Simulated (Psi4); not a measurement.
# N2H3 (SMILES [NH]N): a chain of runs

Aim: a geometry optimisation (UBP86-D3(BJ)/6-311G**), then the harmonic vibrations, then the energy (UCCSD(T)/def2-TZVP), then the vertical excitations (TDA-BP86/6-311G**) of N2H3. 

The results are computed with Psi4 1.11.

**1. Starting point**

The species is N2H3 (5 atoms), meant as a doublet with charge 0. As SMILES, `[NH]N`. Geometry: relaxed at PBE0-D4/def2-TZVP. This is one conformer, not always the lowest. The run starts from this shape.

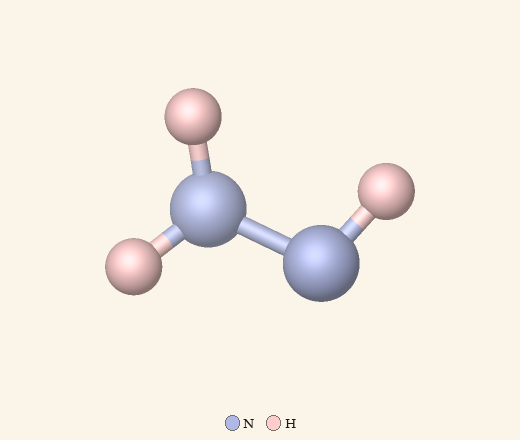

The structure, seen from a chosen angle (nitrogen light blue, hydrogen pink).

**2. A geometry optimisation at UBP86-D3(BJ)/6-311G(d,p) (density fitting) (run 1)**

Input file calc.dat:

```
memory 1.6 GB

molecule geom {
  0 2
  N     -0.187600    -0.818050     0.454040
  N     -0.128660     0.235610    -0.368450
  H      0.759840    -0.951450     0.811270
  H     -1.030950     0.592300    -0.640030
  H      0.587360     0.941580    -0.256830
  units angstrom
  symmetry c1
}

set {
  basis 6-311G**
  reference uks
  geom_maxiter 60
}

energy_value = optimize('bp86-d3bj2b')
```

Command:

```sh
psi4 -i calc.dat -o calc.out -n 1
```

calc.out:

```text
[...]
  Running in c1 symmetry.
[...]
  Nuclear repulsion =   36.727994683701468
[...]
  Multiplicity = 2
[...]
  Nalpha       = 9
  Nbeta        = 8
[...]
    Number of basis functions: 54
[...]
   @DF-UKS iter   1:  -111.03292363480918   -1.09225e-01   1.36380e-02 DIIS/ADIIS
[...]
   @DF-UKS iter   7:  -111.26880964209586   -3.53850e-12   9.88248e-09 DIIS
[...]
   @S^2 Observed:                7.519838589E-01
[...]
  @DF-UKS Final Energy:  -111.26880964209586
   => Energetics <=
    Nuclear Repulsion Energy =             36.1716566653093707
    One-Electron Energy =                -222.0255061419431684
    Two-Electron Energy =                  89.5005134895349528
    DFT Exchange-Correlation Energy =     -14.9133040115710731
    Empirical Dispersion Energy =          -0.0021696434259402
    VV10 Nonlocal Energy =                  0.0000000000000000
    Total Energy =                       -111.2688096420958601
  UHF NO Occupations:
  HONO-2 :    7  A 1.9996078
  HONO-1 :    8  A 1.9995744
[...]
 Multipole Moments:
 ------------------------------------------------------------------------------------
     Multipole            Electronic (a.u.)      Nuclear  (a.u.)        Total (a.u.)
 ------------------------------------------------------------------------------------
 L = 1.  Multiply by 2.5417464519 to convert [e a0] to [Debye]
 Dipole X            :         -0.2371989            0.6800486            0.4428498
 Dipole Y            :         -0.3404195            1.2636814            0.9232619
 Dipole Z            :          0.0397633           -0.1869732           -0.1472099
 Magnitude           :                                                    1.0345043
[...]
  -Total Gradient:
     Atom            X                  Y                   Z
    ------   -----------------  -----------------  -----------------
       1       -0.000059340111     0.000004167575    -0.000007330785
       2        0.000022870232     0.000063497420     0.000000950774
       3        0.000044702933     0.000000421620    -0.000001852298
       4        0.000028034457    -0.000021249871     0.000003819725
       5       -0.000035505666    -0.000046718493     0.000001644438
[...]
```

Standard output:

```text
Optimizer: Optimization complete!
```

Run time: 14 s. Hardware: 1 thread of Intel Xeon 6975P-C (Granite Rapids), shared host; peak memory 0.41 GiB.

The path in brief:

```csv
step,energy from the first frame kept (eV),largest force (eV/Å)
0,0.0000,1.0753
1,-0.0208,0.2266
2,-0.0225,0.1137
3,-0.0230,0.0225
4,-0.0230,0.0035
```

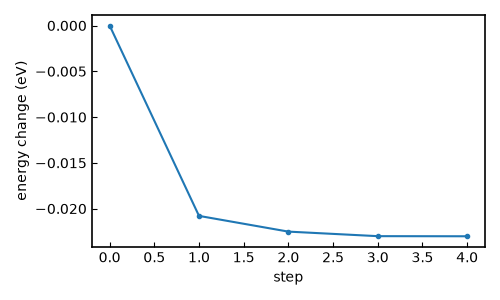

Energy along the run.

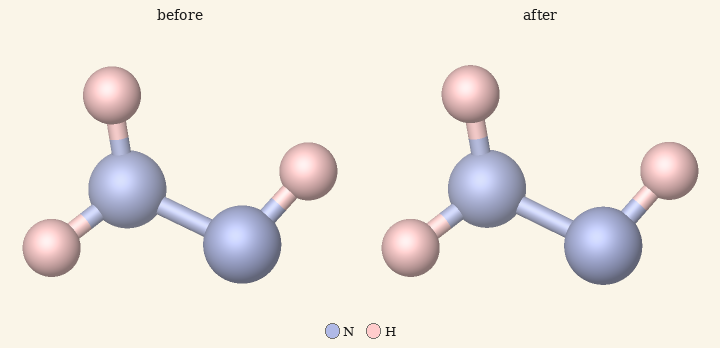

Before and after, at one scale.

After the run. Bond lengths: N1–N2 1.362 Å, N1–H3 1.035 Å, N2–H4 1.019 Å, N2–H5 1.026 Å. Angles: N1–N2–H4 113.0°, N1–N2–H5 121.0°, N2–N1–H3 104.7°, H4–N2–H5 113.4°.

**3. Vibrational wavenumbers at UBP86-D3(BJ)/6-311G(d,p) (density fitting) (run 2)**

Input file input.inp:

```
memory 1600 mb

molecule molecule1 {
  0 2
  N     -0.196647    -0.822673     0.468861
  N     -0.120451     0.237825    -0.382819
  H      0.771234    -0.954710     0.811311
  H     -1.034355     0.604491    -0.644995
  H      0.591017     0.966109    -0.258181
  symmetry c1
}

set {
  basis 6-311G**
  reference uks
  t 600.0
  rotational_symmetry_number 1
}

e, wfn = frequencies("bp86-d3bj2b", return_wfn=True)
```

Command:

```sh
psi4 -n 1 input.inp input.out
```

input.out:

```text
[...]
  Running in c1 symmetry.
[...]
  Nuclear repulsion =   36.171645675621008
[...]
  Multiplicity = 2
[...]
  Nalpha       = 9
  Nbeta        = 8
[...]
    Number of basis functions: 54
[...]
   @DF-UKS iter   1:  -111.04233481024714   -1.57553e-01   1.33356e-02 ADIIS/DIIS
[...]
   @DF-UKS iter  12:  -111.26880909028384   -2.95586e-12   7.05543e-09 DIIS
[...]
   @S^2 Observed:                7.519838517E-01
[...]
  @DF-UKS Final Energy:  -111.26880909028384
   => Energetics <=
    Nuclear Repulsion Energy =             36.1746771687471664
    One-Electron Energy =                -222.0309135366139230
    Two-Electron Energy =                  89.5031863437767896
    DFT Exchange-Correlation Energy =     -14.9135893897966607
    Empirical Dispersion Energy =          -0.0021696763972190
    VV10 Nonlocal Energy =                  0.0000000000000000
    Total Energy =                       -111.2688090902838383
  UHF NO Occupations:
  HONO-2 :    7  A 1.9996079
  HONO-1 :    8  A 1.9995744
[...]
  -Total Gradient:
     Atom            X                  Y                   Z
    ------   -----------------  -----------------  -----------------
       1       -0.000213094723    -0.000044453440    -0.000077578910
       2        0.000040982591     0.000281075960    -0.000001515434
       3        0.000034849595     0.000040853412     0.000005192141
       4        0.000364926916    -0.000186264702     0.000195841491
       5       -0.000226873346    -0.000091033232    -0.000124839083
[...]
  ==> Harmonic Vibrational Analysis <==
[...]
  Freq [cm^-1]                 575.5163            694.4814           1105.5561
[...]
  IR activ [km/mol]            98.7907             150.7734            22.6913
[...]
  Freq [cm^-1]                1193.1476           1449.8047           1615.3708
[...]
  IR activ [km/mol]             1.8081             19.9896             11.0647
[...]
  Freq [cm^-1]                3287.9706           3344.6233           3513.2346
[...]
  IR activ [km/mol]            14.5032              5.0530              7.9356
[...]
  Total E_0, Enthalpy at 0 [K]                                                         -111.23058266 [Eh]
[...]
  Total H, Enthalpy at  600.00 [K]                                                     -111.22026945 [Eh]
[...]
  Total G, Gibbs energy at  600.00 [K]                                                 -111.28300175 [Eh]
[...]
```

On the terminal:

```text
Warning: used thermodynamics relations inappropriate for low-frequency modes: ['575.5163']
```

It took 67 s on 1 thread of Intel Xeon 6975P-C (Granite Rapids), shared host; peak memory 0.4 GiB.

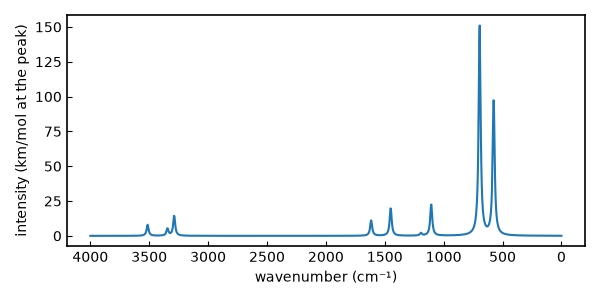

Harmonic infrared spectrum, unscaled, lines broadened by 10 cm⁻¹.

**4. The energy at UCCSD(T)/def2-TZVP (run 3)**

Input file input.inp:

```
memory 1.6 GB

molecule {
  0 2
  N     -0.196647    -0.822673     0.468861
  N     -0.120451     0.237825    -0.382819
  H      0.771234    -0.954710     0.811311
  H     -1.034355     0.604491    -0.644995
  H      0.591017     0.966109    -0.258181
}

set reference uhf
set scf_type pk
set num_frozen_docc 2

energy('ccsd(t)/def2-TZVP')
```

Command:

```sh
psi4 -n 1 input.inp input.out
```

input.out:

```text
[...]
  Running in c1 symmetry.
[...]
  Nuclear repulsion =   36.171645675621008
[...]
  Multiplicity = 2
[...]
  Nalpha       = 9
  Nbeta        = 8
[...]
    Number of basis functions: 80
[...]
   @UHF iter   1:  -110.54166016720680   -6.63796e-01   4.41159e-03 DIIS/ADIIS
[...]
   @UHF iter  17:  -110.62188219228275   -8.59757e-12   9.08316e-09 DIIS
[...]
   @S^2 Observed:                7.658039195E-01
[...]
    Orbital Energies [Eh]
    ---------------------
    Alpha Occupied:
       1A    -15.597286     2A    -15.595363     3A     -1.298971
       4A     -1.003677     5A     -0.722354     6A     -0.634011
       7A     -0.593031     8A     -0.476831     9A     -0.364604
    Alpha Virtual:
      10A      0.127616    11A      0.163888    12A      0.201885
      13A      0.381415    14A      0.436644    15A      0.470985
      16A      0.513922    17A      0.522298    18A      0.544904
      19A      0.564507    20A      0.594497    21A      0.640267
      22A      0.685935    23A      0.696502    24A      0.759766
      25A      1.062645    26A      1.161187    27A      1.226024
[...]
  @UHF Final Energy:  -110.62188219228275
   => Energetics <=
    Nuclear Repulsion Energy =             36.1716456756210079
    One-Electron Energy =                -221.7538839744266284
    Two-Electron Energy =                  74.9603561065228803
    Total Energy =                       -110.6218821922827544
  UHF NO Occupations:
  HONO-2 :    7  A 1.9972383
  HONO-1 :    8  A 1.9960482
  HONO-0 :    9  A 1.0000000
  LUNO+0 :   10  A 0.0039518
  LUNO+1 :   11  A 0.0027617
[...]
 Multipole Moments:
 ------------------------------------------------------------------------------------
     Multipole            Electronic (a.u.)      Nuclear  (a.u.)        Total (a.u.)
 ------------------------------------------------------------------------------------
 L = 1.  Multiply by 2.5417464519 to convert [e a0] to [Debye]
 Dipole X            :         -0.2027813            0.6800486            0.4772673
 Dipole Y            :         -0.4480136            1.2636819            0.8156683
 Dipole Z            :          0.1810681           -0.1869742           -0.0059061
 Magnitude           :                                                    0.9450575
[...]
      * MP2 total energy                      = -111.012558299915085
[...]
      * CCSD total energy                     = -111.035209910979276
[...]
      * CCSD(T) total energy                     = -111.050560194787337
[...]
```

Wall time 28 s (1 thread of Intel Xeon 6975P-C (Granite Rapids), shared host); peak memory 0.64 GiB.

**5. The excited states at TDA-BP86/6-311G(d,p) (density fitting, save jk yes) (run 4)**

Input file calc.inp:

```
memory 1600 MB

molecule {
  0 2
  N
  N 1 r2
  H 1 r3 2 a3
  H 2 r4 1 a4 3 d4
  H 2 r5 4 a5 1 d5

  r2 = 1.362285
  r3 = 1.035133
  a3 = 104.70414
  r4 = 1.019019
  a4 = 113.00411
  d4 = -167.85314
  r5 = 1.025728
  a5 = 113.44419
  d5 = -142.618
}

set basis 6-311G**
set reference uks
set save_jk true

from psi4.driver.procrouting.response.scf_response import tdscf_excitations
e_tot, wfn = energy('bp86', return_wfn=True)
states = tdscf_excitations(wfn, states=6, tda=True)
```

Command:

```sh
psi4 -i calc.inp -o calc.out -n 1
```

calc.out:

```text
[...]
  Running in c1 symmetry.
[...]
  Nuclear repulsion =   36.171649564958081
[...]
  Multiplicity = 2
[...]
  Nalpha       = 9
  Nbeta        = 8
[...]
    Number of basis functions: 54
[...]
   @DF-UKS iter   1:  -111.04016514830019   -1.57552e-01   1.33356e-02 ADIIS/DIIS
[...]
   @DF-UKS iter   9:  -111.26663999757926   -3.78701e-08   5.97930e-07 DIIS
[...]
   @S^2 Observed:                7.519837679E-01
[...]
  @DF-UKS Final Energy:  -111.26663999757926
   => Energetics <=
    Nuclear Repulsion Energy =             36.1716495649580807
    One-Electron Energy =                -222.0254723731344484
    Two-Electron Energy =                  89.5004851935127874
    DFT Exchange-Correlation Energy =     -14.9133023829156723
    Empirical Dispersion Energy =           0.0000000000000000
    VV10 Nonlocal Energy =                  0.0000000000000000
    Total Energy =                       -111.2666399975792615
  UHF NO Occupations:
  HONO-2 :    7  A 1.9996078
  HONO-1 :    8  A 1.9995744
[...]
 Multipole Moments:
 ------------------------------------------------------------------------------------
     Multipole            Electronic (a.u.)      Nuclear  (a.u.)        Total (a.u.)
 ------------------------------------------------------------------------------------
 L = 1.  Multiply by 2.5417464519 to convert [e a0] to [Debye]
 Dipole X            :         -0.1384300            0.5208075            0.3823774
 Dipole Y            :         -0.2503396            0.7256109            0.4752712
 Dipole Z            :         -0.3031129            1.1386681            0.8355552
 Magnitude           :                                                    1.0345278
[...]
**********                               WARNING                                **********
**********       The names of excited state variables changed between 1.5       **********
[...]
**********                               WARNING                                **********
**********  Length-gauge rotatory strengths are **NOT** gauge-origin invariant  **********
[...]
                                    Excitation Energy         Total Energy        Oscillator Strength             Rotatory Strength
[...]
Excited State    1 (1 A):   0.14858 au   306.65 nm f = 0.0014
[...]
Excited State    3 (1 A):   0.18939 au   240.58 nm f = 0.0027
[...]
Excited State    4 (1 A):   0.22218 au   205.08 nm f = 0.0046
[...]
Excited State    5 (1 A):   0.23890 au   190.72 nm f = 0.0005
[...]
Excited State    6 (1 A):   0.24789 au   183.81 nm f = 0.0631
[...]
```

Run time: 8.7 s. Hardware: 1 thread of Intel Xeon 6975P-C (Granite Rapids), shared host; peak memory 0.38 GiB.

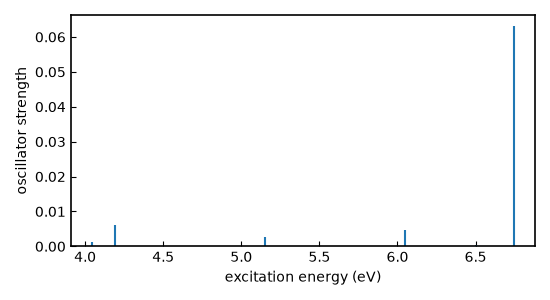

Vertical excitations as sticks.

The roots found:

```csv
excited state,energy (eV),strength,label
1,4.043,0.0014,A 1
2,4.194,0.0061,A 1
3,5.153,0.0027,A 1
4,6.046,0.0046,A 1
5,6.501,0.0004,A 1
6,6.745,0.0631,A 1
```

**6. Results**

```
                                                                              quantity             value
                                 run 1, UBP86-D3(BJ)/6-311G**: total energy at the end     -111.26881 Eh
                                           run 1, UBP86-D3(BJ)/6-311G**: dipole moment            2.63 D
                      run 1, UBP86-D3(BJ)/6-311G**: HOMO energy (highest over α and β)          -3.75 eV
                       run 1, UBP86-D3(BJ)/6-311G**: LUMO energy (lowest over α and β)          -2.00 eV
                                       run 1, UBP86-D3(BJ)/6-311G**: dispersion energy      -5.70 kJ/mol
                                                    run 1, UBP86-D3(BJ)/6-311G**: ⟨S²⟩             0.752
                              run 2, UBP86-D3(BJ)/6-311G**: lowest harmonic wavenumber          576 cm⁻¹
                             run 2, UBP86-D3(BJ)/6-311G**: highest harmonic wavenumber         3513 cm⁻¹
                                       run 2, UBP86-D3(BJ)/6-311G**: zero-point energy      100.4 kJ/mol
  run 2, UBP86-D3(BJ)/6-311G**: ideal-gas entropy at 600 K (symmetry number 1 as used)  65.6 cal/(mol K)
                                               run 3, UCCSD(T)/def2-TZVP: total energy     -111.05056 Eh
 run 3, UCCSD(T)/def2-TZVP: HOMO energy (Hartree–Fock orbitals) (highest over α and β)          -9.92 eV
  run 3, UCCSD(T)/def2-TZVP: LUMO energy (Hartree–Fock orbitals) (lowest over α and β)           3.47 eV
                run 3, UCCSD(T)/def2-TZVP: correlation energy (2 core orbitals frozen)        -428.7 mEh
                                             run 3, UCCSD(T)/def2-TZVP: (T) correction        -15.35 mEh
                          run 3, UCCSD(T)/def2-TZVP: ⟨S²⟩ of the reference determinant             0.766
                                              run 3, UCCSD(T)/def2-TZVP: T1 diagnostic             0.032
                           run 4, TDA-BP86/6-311G**: ground-state or mean-field energy     -111.26664 Eh
                      run 4, TDA-BP86/6-311G**: dipole moment (BP86 Kohn–Sham density)            2.63 D
run 4, TDA-BP86/6-311G**: HOMO energy (BP86 Kohn–Sham orbitals) (highest over α and β)          -3.75 eV
 run 4, TDA-BP86/6-311G**: LUMO energy (BP86 Kohn–Sham orbitals) (lowest over α and β)          -2.00 eV
                           run 4, TDA-BP86/6-311G**: ⟨S²⟩ of the reference determinant             0.752
                                    run 4, TDA-BP86/6-311G**: lowest excitation energy           4.04 eV
```

What this shows: The optimisation (run 1, UBP86-D3(BJ)/6-311G**) took 5 steps and changed the energy by -0.023 eV. All 9 modes (run 2, UBP86-D3(BJ)/6-311G**) are real, so the shape is a minimum at this level. The triples (run 3, UCCSD(T)/def2-TZVP) make up 3.6 % of the correlation energy. The brightest of the 6 transitions from the ground state lies at 6.75 eV (184 nm, f = 0.063); the lowest, at 4.04 eV, has f = 0.001. Roots above 3.7 eV lie over the negative of the HOMO energy, where those of Rydberg kind are poorly described; valence roots are less touched.
